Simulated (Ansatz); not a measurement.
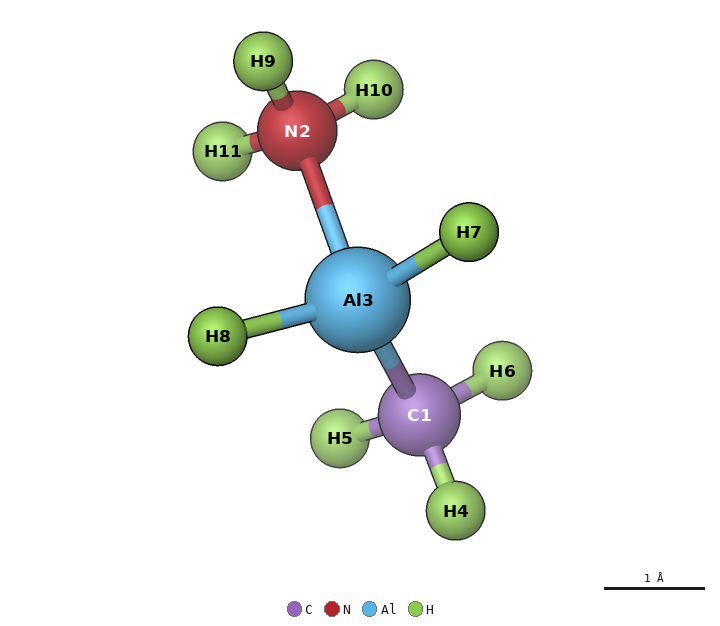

Orthographic view. Distant atoms are faded towards the background colour. The computed structure is the end point of a PBE0-D4/def2-TZVP optimisation. No frequency run is at hand to confirm it as a minimum.

Give the geometry as a Z-matrix, atoms in numerical order, with these reference atoms: 2 to 1; 3 to 1, 2; 4 to 1, 3, 2; 5 to 1, 4, 3; 6 to 1, 4, 5; 7 to 3, 1, 4; 8 to 3, 7, 2; 9 to 2, 3, 7; 10 to 2, 9, 3; 11 to 2, 10, 9.

```
C  
N    1   3.131
Al   1   1.974   2    40.3
H    1   1.095   3   110.7   2   179.9
H    1   1.096   4   106.3   3  -122.8
H    1   1.096   4   106.3   5  -114.5
H    3   1.608   1   117.8   4    73.9
H    3   1.608   7   116.6   2  -103.7
H    2   1.015   3   110.1   7   -58.8
H    2   1.015   9   107.8   3  -121.8
H    2   1.015  10   108.0   9   116.3
```
